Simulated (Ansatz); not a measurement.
AlCl₂H₅O₂Si

Input

```
crystal:
  periodic: [false, false, false]
  atoms:
    - { symbol: Al, position_ang: [0.090344, 0.613465, -0.392259] }
    - { symbol: O, position_ang: [-0.049918, 0.091568, 2.52284] }
    - { symbol: Si, position_ang: [-1.433552, -0.552038, 3.267473] }
    - { symbol: H, position_ang: [-2.242258, -1.341083, 2.281341] }
    - { symbol: H, position_ang: [-0.976985, -1.457577, 4.367278] }
    - { symbol: H, position_ang: [-2.290904, 0.540094, 3.845163] }
    - { symbol: Cl, position_ang: [1.836838, -0.312424, -1.114341] }
    - { symbol: Cl, position_ang: [-1.792256, -0.113911, -0.965683] }
    - { symbol: O, position_ang: [0.158038, 2.160607, 0.445103] }
    - { symbol: H, position_ang: [1.054911, 2.542199, 0.514103] }
    - { symbol: H, position_ang: [-0.113256, 1.0658, 2.341383] }
basis:
  gaussian: { orbitals: "6-31G*" }
hamiltonian:
  xc: pbe
  dispersion: d4
relax:
  f_tol: 0.03
  max_steps: 50
output:
  orbitals: {}
```

Command:

```sh
ansatz run input.yaml --threads 4 --pin off --max-ram 5120MiB --backend cpu --events-out ev --progress --plain --runs-dir out
```

The fields are those of the run's last geometry, not of the input's.

The calculation used Ansatz 0.2.0, RKS PBE-D4/6-31G*.

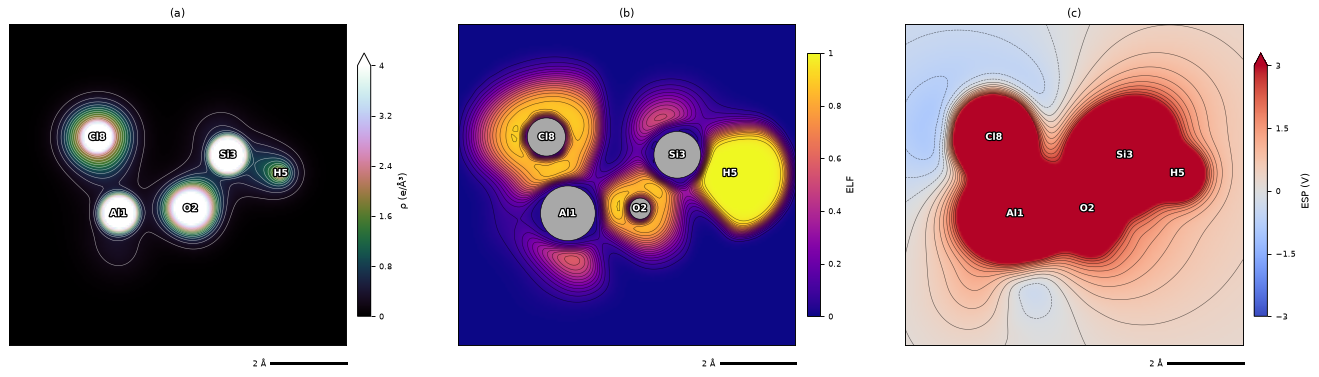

Figure 1. (a) total electron density; (b) electron localisation function; (c) molecular electrostatic potential on the plane of atoms O2, Si3 and H5. Grey discs cover the atomic cores in the ELF map.

**Read the bonding off the picture.**

Atoms in the plane: Al, O, Si, H and Cl. Si–O (1.75 Å): ρ at the midpoint is about 0.89 e/Å³; the ELF peaks at about 0.90 between the atoms (a polar covalent bond). Al–Cl (2.14 Å): the density is about 0.68 e/Å³ at the midpoint; the ELF peaks at about 0.90 in the valence shell of Cl, 0.9 Å from its nucleus, and is about 0.85 at the midpoint. Al–O (1.95 Å): the density is about 0.47 e/Å³ at the midpoint; the ELF peaks at about 0.90 in the valence shell of O, 0.6 Å from its nucleus, and is about 0.50 at the midpoint. Si–H (1.50 Å): the density is about 0.8 e/Å³ at the midpoint; the ELF climbs to about 1 towards the hydrogen, as it does in any bond to H. The ELF also peaks beside Cl8, away from the bonds: lone-pair regions. Outside the dense part of the molecule the potential is most negative (−0.9 V) near Cl8.

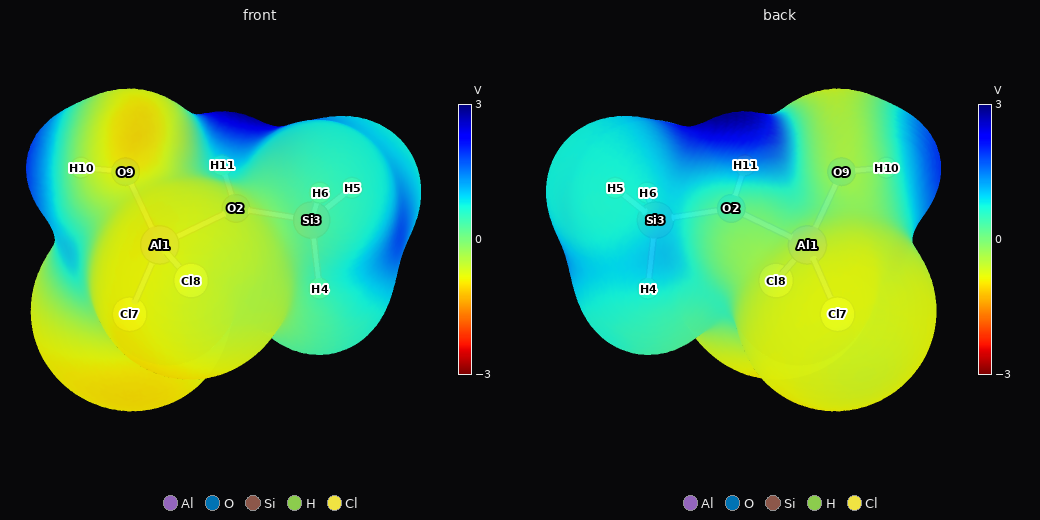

Figure 2. The electrostatic potential painted on the density surface at 0.001 e/bohr³, seen from the front and from behind; red is negative and blue positive.

**Which sites attract a positive test charge, and which a negative one?**

A positive charge is drawn to the negative regions and a negative charge to the positive ones. The most negative region (about −1.0 V, or −23 kcal/mol for a unit charge) lies over Cl7, Cl8 and O9, the most positive (about +2.8 V, or +65 kcal/mol for a unit charge) over H11.

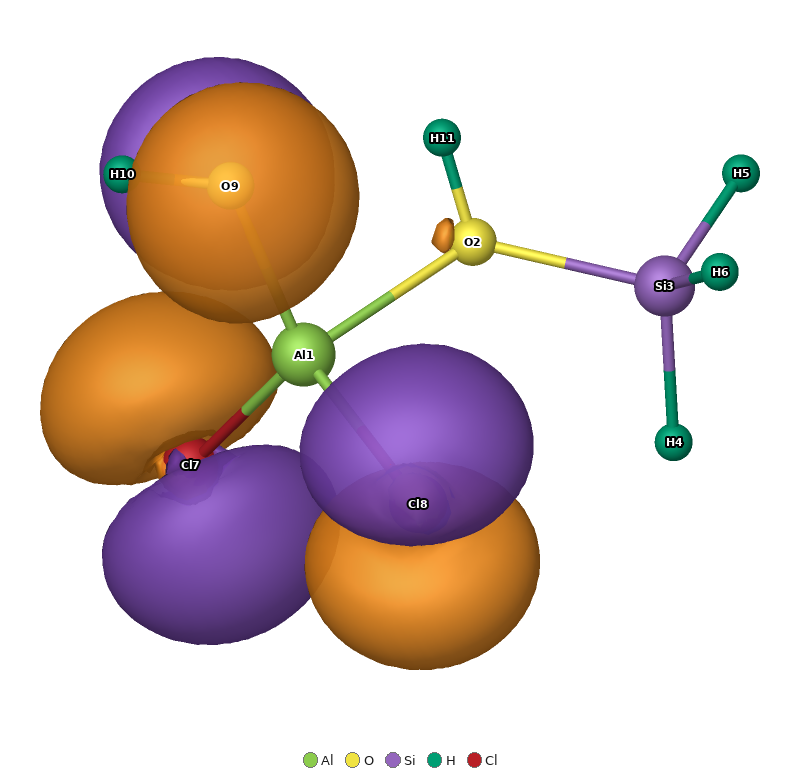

Figure 3. The HOMO at ±0.08 Å⁻³ᐟ² (orange and purple are the two phases), seen at a tilt.

**Where does this orbital lie, and at what energy?**

Its weight (Hirshfeld) is mainly on O9 (about 40 %), Cl7 (about 30 %) and Cl8 (about 25 %); largely a combination of lone pairs on O9, Cl7 and Cl8. Its energy is −6.73 eV.

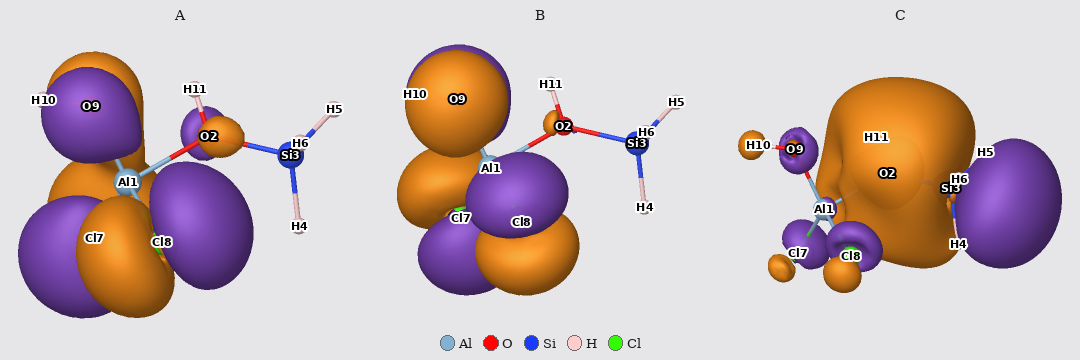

Figure 4. Three frontier orbitals at ±0.06 Å⁻³ᐟ² (orange and purple are the two phases), in no order.

**Order the three orbitals by energy and name them.**

A is the HOMO−1 (−7.14 eV). It lies mainly on Cl7 (about 40 %), Cl8 (about 35 %) and O9 (about 15 %); largely a combination of lone pairs on Cl7, Cl8 and O9. B is the HOMO (−6.73 eV). It lies mainly on O9 (about 40 %), Cl7 (about 30 %) and Cl8 (about 25 %); largely a combination of lone pairs on O9, Cl7 and Cl8. C is the LUMO (−1.86 eV). It lies mainly on Si3 (about 50 %), O2 (about 15 %), H11 (about 10 %) and Al1 (about 5 %).

**What is the HOMO–LUMO gap?**

4.87 eV between the orbital energies.
